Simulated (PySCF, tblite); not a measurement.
# C8H8N2: vibronic structure

Aim: compute the vibronic structure of C8H8N2 (`c1c[nH]c(-c2ccc[nH]2)c1`).

Programs: tblite 0.8.0 and PySCF 2.14.0, with routines of our own; each step states its level. All values are computed. Atoms count from 0.

## Step 1: The system as given

18 atoms, charge 0, multiplicity 1; geometry from: force field or distance geometry start.

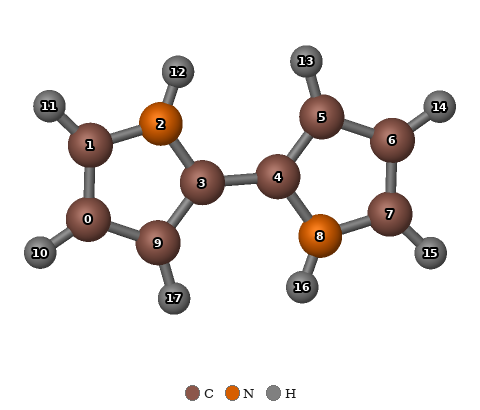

The starting geometry (carbon brown, nitrogen orange, hydrogen grey).

## Step 2: Optimising the geometry with GFN2-xTB

What the job is given:

```
{"job": {"kind": "relax", "xc": "GFN2-xTB", "basis": "xTB"}, "charge": 0, "multiplicity": 1}
C     -2.783900    -0.800300    -0.613400
C     -2.907900     0.275200     0.236600
N     -1.627000     0.681500     0.569200
C     -0.706000    -0.092400    -0.082900
C      0.703200     0.097700     0.078300
C      1.403300     1.030600     0.809100
C      2.792200     0.800200     0.605300
C      2.908200    -0.266400    -0.245600
N      1.640200    -0.688700    -0.568200
C     -1.413500    -1.032800    -0.810800
H     -3.618900    -1.351100    -1.048700
H     -3.772700     0.768300     0.659400
H     -1.418500     1.455900     1.191400
H      0.988100     1.803900     1.434600
H      3.611700     1.357600     1.045500
H      3.765300    -0.770700    -0.648900
H      1.413500    -1.451700    -1.181600
H     -0.986100    -1.810600    -1.440800
```

On the command line:

```
$ OMP_NUM_THREADS=1 python excited_run.py task.json out
```

One launch serves the whole session: the jobs run in the order shown.

What it wrote:

```text
step      E/eV     max force
  0    -735.94898    0.970
  1    -735.98991    0.463
  2    -736.00103    0.236
  3    -736.00711    0.156
  4    -736.00870    0.094
  5    -736.00974    0.076
  6    -736.01045    0.086
  7    -736.01122    0.075
  8    -736.01179    0.045
  9    -736.01206    0.039
 10    -736.01221    0.036
 11    -736.01236    0.027
 12    -736.01250    0.027
 13    -736.01257    0.021
 14    -736.01260    0.009
```

Run time: 0.11 s. Hardware: 1 thread of Arm Neoverse V1, shared host.

Relaxation path:

```csv
step,energy from step 0 (eV),largest force (eV/Å)
0,0.0000,0.9695
1,-0.0409,0.4630
2,-0.0521,0.2358
3,-0.0581,0.1564
4,-0.0597,0.0945
5,-0.0608,0.0755
6,-0.0615,0.0857
7,-0.0622,0.0753
8,-0.0628,0.0447
9,-0.0631,0.0388
10,-0.0632,0.0365
11,-0.0634,0.0266
12,-0.0635,0.0269
13,-0.0636,0.0210
14,-0.0636,0.0095
```

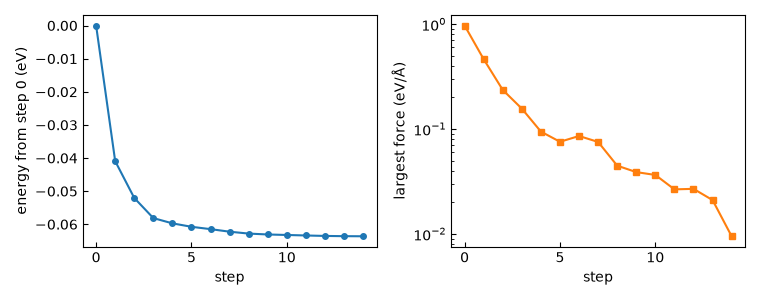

Energy and largest force along the relaxation.

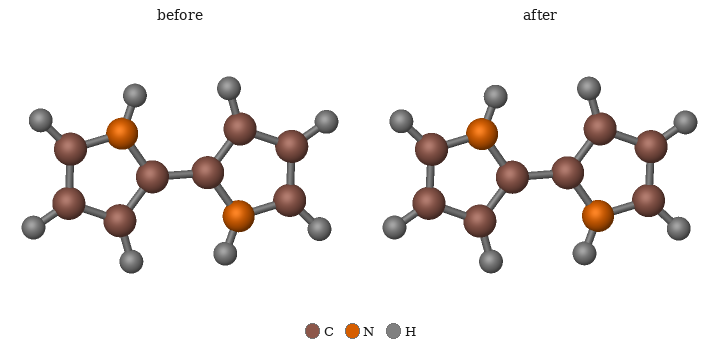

Before and after, at one scale.

Close pairs (by a distance rule), those that changed most:

| bond | before (Å) | after (Å) | change (Å) |
| --- | --- | --- | --- |
| C1–N2 | 1.384 | 1.358 | -0.027 |
| C0–H10 | 1.091 | 1.072 | -0.019 |
| C4–N8 | 1.384 | 1.365 | -0.019 |
| C5–C6 | 1.423 | 1.405 | -0.017 |
| C7–N8 | 1.375 | 1.358 | -0.017 |
| C9–H17 | 1.088 | 1.073 | -0.016 |
| C6–H14 | 1.084 | 1.072 | -0.012 |
| N2–H12 | 1.015 | 1.005 | -0.010 |

The final coordinates are the input of the step that follows.

## Step 3: Infrared spectrum with GFN2-xTB

What the job is given:

```
{"job": {"kind": "ir", "xc": "GFN2-xTB", "basis": "xTB"}, "charge": 0, "multiplicity": 1}
C     -2.778276    -0.794115    -0.609503
C     -2.880599     0.269944     0.245573
N     -1.625551     0.679373     0.562970
C     -0.707350    -0.102867    -0.075966
C      0.706133     0.102673     0.074174
C      1.407585     1.035777     0.813591
C      2.776815     0.796184     0.607436
C      2.879838    -0.269301    -0.245778
N      1.625141    -0.680812    -0.561977
C     -1.409423    -1.034466    -0.816471
H     -3.590606    -1.342725    -1.043169
H     -3.747815     0.757294     0.645547
H     -1.393188     1.442631     1.174467
H      0.991876     1.806024     1.433687
H      3.589295     1.346661     1.038836
H      3.747444    -0.757269    -0.644093
H      1.394007    -1.445187    -1.172563
H     -0.994087    -1.803503    -1.438416
```

What it wrote:

```text
mode    cm-1     km/mol
  1      48.5      6.02
  2     115.0      0.11
  3     143.3      3.25
  4     321.9      0.00
  5     398.5      0.00
  6     431.2      0.00
  7     527.6     80.68
  8     543.8      0.00
  9     587.2     12.61
 10     595.4      0.00
 11     614.3     56.86
 12     650.0      0.00
 13     755.1     28.52
 14     755.9      0.18
 15     793.0      0.13
 16     794.5     21.09
 17     829.1      0.60
 18     833.4      4.81
 19     834.2      0.95
 20     841.5      0.00
 21     852.2      6.81
 22     957.7      0.00
 23    1063.8     23.36
 24    1068.3      0.00
 25    1081.1     18.37
 26    1111.1     21.72
 27    1120.5      0.00
 28    1133.3      0.00
 29    1198.1      8.25
 30    1204.4      0.00
 31    1219.7     44.09
 32    1311.8      0.00
 33    1401.5     46.81
 34    1404.9      0.01
 35    1414.4      8.96
 36    1430.2     20.26
 37    1437.4      0.00
 38    1504.2      0.00
 39    1534.3      6.92
 40    1606.1      0.00
 41    3152.3      0.68
 42    3153.0     31.48
 43    3157.5     70.70
 44    3157.6      2.90
 45    3172.6     67.51
 46    3173.7     28.29
 47    3494.0      0.14
 48    3494.6     12.34
```

Run time: 0.69 s. Hardware: 1 thread of Arm Neoverse V1, shared host.

The strongest bands and the atoms that carry them (share of the mass-weighted mode):

```
cm⁻¹  km/mol                                 atoms
 528    80.7  N2 21 %, N8 21 %, H12 12 %, H16 12 %
 614    56.9  H16 29 %, H12 29 %, C3 11 %, C4 11 %
 755    28.5                    H15 44 %, H11 32 %
1220    44.1                                      
1402    46.8    C3 12 %, C4 12 %, C6 11 %, C0 10 %
3153    31.5          H13 39 %, H17 30 %, H14 12 %
3158    70.7                    H11 47 %, H15 22 %
3173    67.5                    H14 59 %, H15 20 %
```

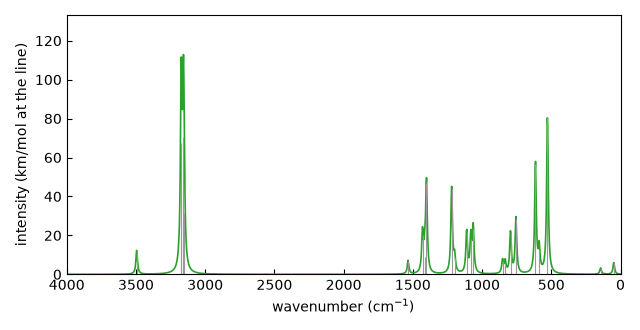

The infrared spectrum from these modes, unscaled. Lines are broadened to a width of 14 cm⁻¹ (Lorentzian).

## Step 4: Vibronic structure: TDDFT PBE0/def2-SV(P)

The job, as its differences from that of step 3:

```diff
@@ -1,2 +1,2 @@
-{"job": {"kind": "ir", "xc": "GFN2-xTB", "basis": "xTB"}, "charge": 0, "multiplicity": 1}
+{"job": {"kind": "vib", "xc": "PBE0", "basis": "def2-SV(P)", "tda": false}, "charge": 0, "multiplicity": 1}
 C     -2.778276    -0.794115    -0.609503
```

With the program's defaults for keys left out, this is: TDDFT PBE0/def2-SV(P) vertical-gradient vibronic structure (displaced harmonic oscillators, Condon), gas phase.

What it wrote:

```text
final grid: 71456 points
cycle   1  E = -418.2762878419  dE =  2.248e+00  |g| = 5.068e-01  |ddm| = 5.249e+00
cycle   2  E = -418.2365903963  dE =  3.970e-02  |g| = 6.528e-01  |ddm| = 1.546e+00
cycle   3  E = -418.3470353858  dE = -1.104e-01  |g| = 1.261e-01  |ddm| = 8.638e-01
cycle   4  E = -418.3507811643  dE = -3.746e-03  |g| = 3.519e-02  |ddm| = 1.872e-01
cycle   5  E = -418.3510699260  dE = -2.888e-04  |g| = 9.907e-03  |ddm| = 5.302e-02
cycle   6  E = -418.3510917408  dE = -2.181e-05  |g| = 3.849e-03  |ddm| = 1.493e-02
cycle   7  E = -418.3510955302  dE = -3.789e-06  |g| = 6.693e-04  |ddm| = 4.751e-03
cycle   8  E = -418.3510956184  dE = -8.825e-08  |g| = 1.992e-04  |ddm| = 7.370e-04
cycle   9  E = -418.3510956274  dE = -9.014e-09  |g| = 1.674e-05  |ddm| = 2.133e-04
cycle  10  E = -418.3510956275  dE = -6.628e-11  |g| = 5.778e-06  |ddm| = 2.952e-05
converged SCF energy = -418.3510956275

Singlet excitations (eV, f): 4.872 (0.6303)  5.523 (0.0000)  5.935 (0.0015)  5.982 (0.0000)  6.263 (0.0012)  6.620 (0.0000)

State S1  4.8719 eV  f = 0.63033  H->L 0.98
  relaxed dipole 0.003 D, largest gradient of the excitation energy 0.0738 Eh/bohr
  mode    cm-1        S   lambda/meV  Raman
   40   1606.1    0.7159     142.6   1.000
   38   1504.2    0.2685      50.1   0.329
   22    957.7    0.3899      46.3   0.194
   34   1404.9    0.2609      45.4   0.279
   24   1068.3    0.0998      13.2   0.062
   28   1133.3    0.0721      10.1   0.050
   27   1120.5    0.0429       6.0   0.029
    5    398.5    0.1130       5.6   0.010
    6    431.2    0.0693       3.7   0.007
   20    841.5    0.0161       1.7   0.006
   37   1437.4    0.0074       1.3   0.008
  reorganisation energy 0.3271 eV, total S 2.059, 0-0 4.5448 eV
  absorption maximum 4.737 eV, width 0.420 eV

State T1  3.2696 eV  f = 0.00000  H->L 0.95
  relaxed dipole 0.003 D, largest gradient of the excitation energy 0.0933 Eh/bohr
  mode    cm-1        S   lambda/meV  Raman
   40   1606.1    1.1400     227.0   1.000
   34   1404.9    0.4521      78.8   0.303
   38   1504.2    0.3608      67.3   0.278
   22    957.7    0.3288      39.0   0.103
   24   1068.3    0.1641      21.7   0.064
    6    431.2    0.2203      11.8   0.014
   27   1120.5    0.0636       8.8   0.027
   28   1133.3    0.0458       6.4   0.020
   20    841.5    0.0364       3.8   0.009
    5    398.5    0.0435       2.2   0.002
  reorganisation energy 0.4699 eV, total S 2.865, 0-0 2.7997 eV
  absorption maximum 3.184 eV, width 0.440 eV
```

Run time: 59 s. Hardware: 1 thread of Arm Neoverse V1, shared host; peak memory 0.92 GiB.

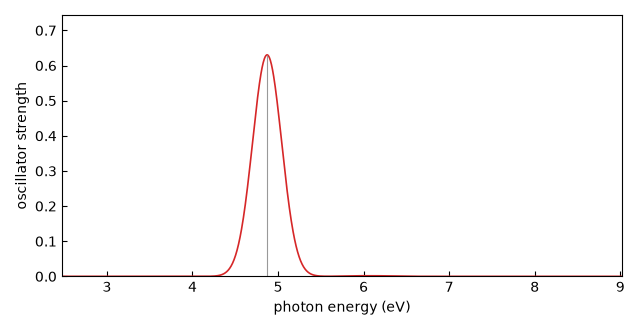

Absorption lines of the singlets. Lines are broadened to a width of 0.40 eV (Gaussian).

## Step 5: Results

| quantity | value |
| --- | --- |
| strongest single infrared mode (GFN2-xTB) | 528 cm⁻¹, 81 km/mol |
| zero-point energy (GFN2-xTB) | 89.2 kcal/mol |
| S1: vertical, reorganisation, 0-0, total S (step 4, TDDFT PBE0/def2-SV(P), modes from GFN2-xTB) | 4.87, 0.33, 4.54 eV; 2.1 |
| T1: vertical, reorganisation, 0-0, total S (step 4, TDA PBE0/def2-SV(P), modes from GFN2-xTB) | 3.27, 0.47, 2.80 eV; 2.9 |

No mode is imaginary among the 48: a minimum at this level. The strongest single mode, at 528 cm⁻¹, is spread over many atoms; the largest shares are those of N2, N8. GFN2-xTB is a fitted tight-binding method: band positions and strengths are rough. Its intensities can rank the bands wrongly. The vibronic model keeps the ground-state modes (from xTB) and shifts them along the gradient alone, so it can miss much of the relaxation that a full optimisation finds.
